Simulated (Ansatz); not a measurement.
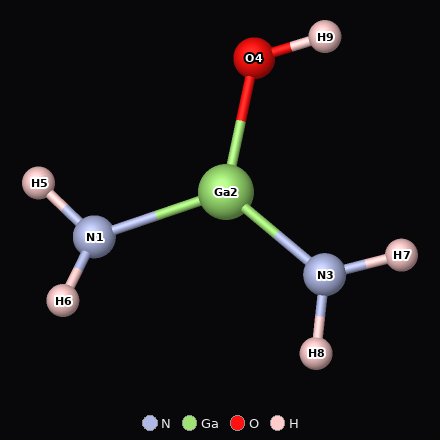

The system is GaH₅N₂O, SMILES [NH2][Ga]([NH2])[OH]; the picture shows the reference structure. Coordinates scanned: (1) dihedral N1–Ga2–O4–H9; (2) dihedral H5–N1–Ga2–N3. Nothing is relaxed (all other coordinates rigid). Grid: 10 × 10 points. Points are written as (first, second). Energies are in kJ/mol, from the lowest grid point. Theory: Ansatz 0.2.0, RKS PBE0-D4/def2-TZVP.

Its coordinates:

```xyz
9

N     0.0393    1.5558   -0.8802
Ga    0.2392    0.0058    0.0400
N    -1.1391   -1.1140    0.4416
O     1.9116   -0.3720    0.5490
H     0.7818    2.2354   -0.8555
H    -0.8581    2.0039   -0.9561
H    -0.9640   -2.0705    0.7011
H    -2.0175   -1.0345   -0.0437
H     2.0069   -1.2099    1.0037
```

Range: dihedral N1–Ga2–O4–H9 from −180 to 144°; dihedral H5–N1–Ga2–N3 from −180 to 144°.

> What will the energy surface look like?

The lowest grid point is at (−180°, −180°). The bottom of the well lies between grid points, at about (−180°, 165°), about 1.9 kJ/mol lower on the interpolated surface. Higher local minima lie near (−180°, −36°) (1.2 kJ/mol above the lowest at that grid point); (0°, 144°) (1.8 kJ/mol above the lowest at that grid point); (0°, 0°) (3.7 kJ/mol above the lowest at that grid point). The highest grid point, (−108°, 72°), lies 42.2 kJ/mol above the lowest. On the interpolated surface the easiest way out of the lowest well to the well at about (0°, 160°) passes a barrier of about 11 kJ/mol, counted from the interpolated bottom of the well. Round the minimum the valley is somewhat tilted: raising dihedral N1–Ga2–O4–H9 shifts the best value of dihedral H5–N1–Ga2–N3 upwards (coupling k₁₂/√(k₁₁k₂₂) about −0.2).

| dihedral H5–N1–Ga2–N3 ↓, dihedral N1–Ga2–O4–H9 → | −180 | −144 | −108 | −72 | −36 | 0 | 36 | 72 | 108 | 144 |
| --- | --- | --- | --- | --- | --- | --- | --- | --- | --- | --- |
| 144 | 0.8 | 5.1 | 11.1 | 10.5 | 4.3 | 1.8 | 6.2 | 11.5 | 10.1 | 3.5 |
| 108 | 16.0 | 22.6 | 30.3 | 28.1 | 18.2 | 13.9 | 20.5 | 28.8 | 27.3 | 18.9 |
| 72 | 26.2 | 32.4 | 42.2 | 41.6 | 30.2 | 22.7 | 28.7 | 39.5 | 40.4 | 31.3 |
| 36 | 17.4 | 21.5 | 30.7 | 32.4 | 23.6 | 15.5 | 18.4 | 27.9 | 30.2 | 23.0 |
| 0 | 2.6 | 6.4 | 13.7 | 15.3 | 9.4 | 3.7 | 5.1 | 10.9 | 11.6 | 6.0 |
| −36 | 1.2 | 7.1 | 14.1 | 13.7 | 7.4 | 4.1 | 7.1 | 11.3 | 9.2 | 2.7 |
| −72 | 14.4 | 22.0 | 31.0 | 29.8 | 20.7 | 16.6 | 22.1 | 28.6 | 25.8 | 16.9 |
| −108 | 23.4 | 29.7 | 40.4 | 41.4 | 31.7 | 24.8 | 30.0 | 39.3 | 38.9 | 29.0 |
| −144 | 14.1 | 17.3 | 26.8 | 30.1 | 23.4 | 16.3 | 18.9 | 27.4 | 29.0 | 20.9 |
| −180 | 0.0 | 2.4 | 9.2 | 11.6 | 7.2 | 3.0 | 4.8 | 10.5 | 11.1 | 4.9 |

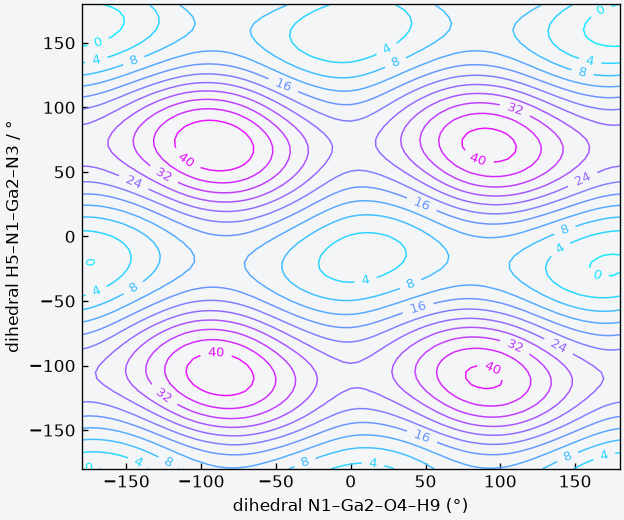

The picture shows contour lines labelled in kJ/mol. Between grid points the surface is interpolated.

The whole map (100 points run) took 7 min on 1 thread of Intel(R) Xeon(R) 6975P-C (Granite Rapids), with other jobs on the host.
